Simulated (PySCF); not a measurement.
**C₃H₆O₂Si: density, localisation and related maps**

```tsv
atom	x (Å)	y (Å)	z (Å)
O	1.4133	-0.8554	0.8025
C	0.9765	-1.3129	-0.2206
C	-0.0011	-0.5832	-1.0670
Si	-0.2149	1.1423	-0.2673
C	-0.7479	0.7337	1.5328
O	-1.6456	-0.0357	1.7686
H	1.2893	-2.3134	-0.5730
H	-0.9390	-1.1429	-1.0539
H	0.3324	-0.5747	-2.1048
H	-1.3032	1.8519	-0.9427
H	1.0377	1.8917	-0.2750
H	-0.1964	1.1978	2.3744
```

Geometry: GFN2-xTB.

Method: PySCF, PBE0/pcSseg-1, SCF density, gas phase, non-relativistic.

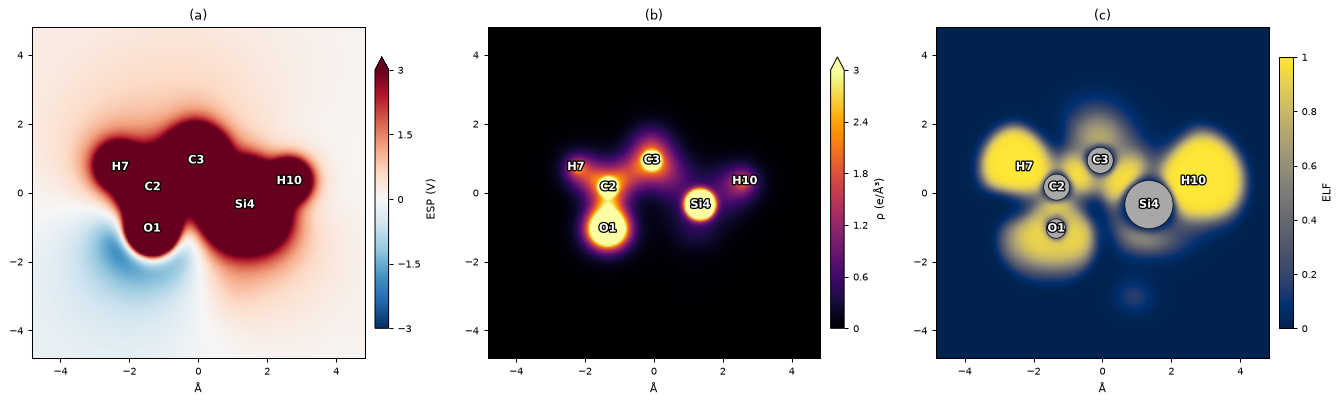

Figure 1. (a) molecular electrostatic potential; (b) total electron density; (c) ELF on the plane of atoms C3, C2 and H7. Grey discs cover the atomic cores in the ELF map.

> What do the fields say about this system?

Atoms in the plane: O, C, Si and H. C–O (1.20 Å): ρ at the midpoint is about 3.3 e/Å³; the ELF peaks at about 0.85 between the atoms (a short, multiple covalent bond). C–C (1.48 Å): ρ is about 1.8 e/Å³ halfway; the ELF peaks at about 0.95 between the atoms, as expected for a covalent bond. C–Si (1.91 Å): the density is about 0.89 e/Å³ at the midpoint; the ELF peaks at about 0.95 between the atoms, as expected for a covalent bond. C–H (1.11 Å): ρ at the midpoint is about 2 e/Å³; the ELF climbs to about 1 towards the hydrogen, as it does in any bond to H (a covalent bond by its length). Si–H (1.46 Å): ρ is about 0.81 e/Å³ halfway; the ELF climbs to about 1 towards the hydrogen. The ELF also peaks beside O1, away from the bonds: lone-pair regions. Outside the dense part of the molecule the potential is most negative (−1.8 V) near O1.

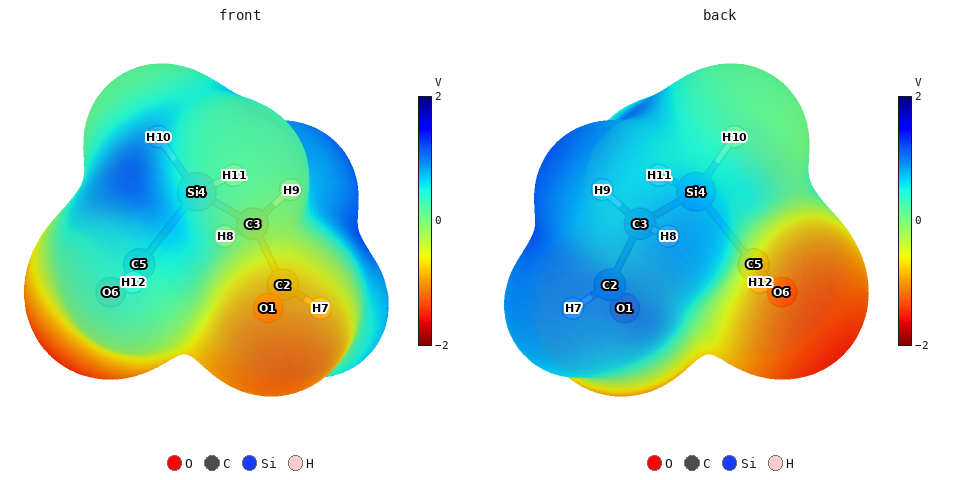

Figure 2. The electrostatic potential painted on the density surface at 0.001 e/bohr³, seen from the front and from behind; red is negative and blue positive.

> Describe the electrostatic potential map.

The most negative region (about −1.5 V) lies over O6, the most positive (about +1.1 V) over C2, Si4 and H9. O6 is the likeliest acceptor of a hydrogen bond.

> How polar is the molecule by this calculation?

Its dipole moment is 3.23 D.
